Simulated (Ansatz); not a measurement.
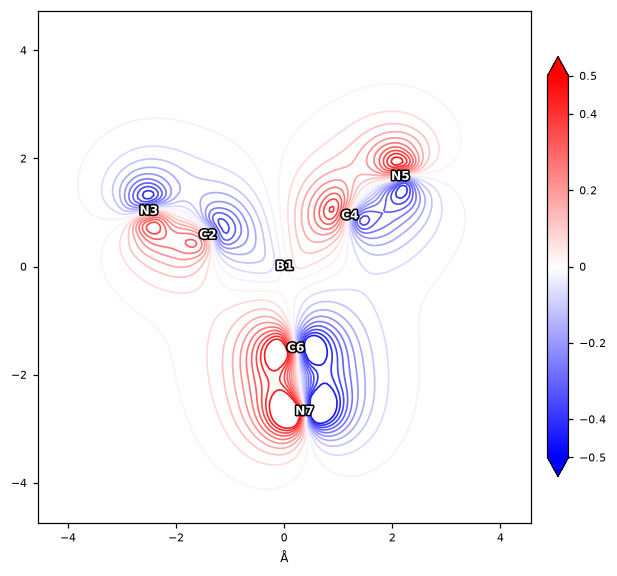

C$_{3}$BN$_{3}$ (charge +1, doublet). The HOMO (β) on the molecular plane (values in Å⁻³ᐟ²; the overall sign is arbitrary).

Geometry: B3LYP-D4/def2-SVP.

All numbers below come from UKS PBE0-D4/def2-TZVP in Ansatz 0.2.0.

The calculation's input:

```
crystal:
  periodic: [false, false, false]
  atoms:
    - {symbol: B, position_ang: [0.000198, 0.000228, 0.003645]}
    - {symbol: C, position_ang: [1.529880, 0.015237, 0.000244]}
    - {symbol: N, position_ang: [2.710841, 0.026268, -0.002372]}
    - {symbol: C, position_ang: [-0.777941, 1.317253, -0.006555]}
    - {symbol: N, position_ang: [-1.379315, 2.333644, -0.016254]}
    - {symbol: C, position_ang: [-0.751542, -1.332086, 0.008920]}
    - {symbol: N, position_ang: [-1.332131, -2.360536, 0.012373]}
basis:
  gaussian: {orbitals: def2-TZVP, initial_orbitals: start.molden}
total_charge: 1
magnetization: {spin_polarized: true, initial_magnetization: 1}
hamiltonian: {xc: pbe0, dispersion: d4}
scf: {omitted_lower_state_checks: [starts]}
output: {orbitals: {seedname: orbitals}}
```

Command:

```sh
ansatz run in.yaml --threads 2 --pin off --events-out ev --progress --plain --max-ram 32768MiB --backend cpu
```

Question: Describe this orbital and give its energy.

Answer: Its weight (Hirshfeld) is mainly on N7 (about 30 %), C6 (about 25 %), N3 (about 10 %), N5 (about 10 %), C2 (about 10 %) and C4 (about 10 %); it is symmetric in the molecular plane (an in-plane orbital: σ, lone-pair or in-plane π type). It is one of a degenerate set, so its orientation is arbitrary. Its energy is −16.27 eV.
